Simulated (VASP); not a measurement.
Band structure of ZrSi (space group Cmcm). These are LDA (Ceperley-Alder, Perdew-Zunger), VASP's LDA PAW potentials (set 64) (plane waves; VASP 6.6.1) values and carry that method's errors.

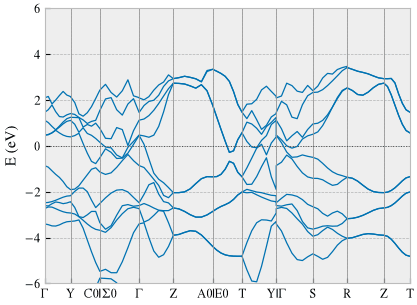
Figure. Bands along high-symmetry lines, zero at the valence-band maximum or, without a gap, the Fermi level

Q: Read the plot: is there a gap, and where are the band edges?

A: It has no gap at this level: it comes out as a metal or semimetal. (Edges off the drawn lines would not show.)

The structure comes from a computed database's ZrSi entry (Cmcm); how it stands against other phases isn't given here. It was relaxed first.
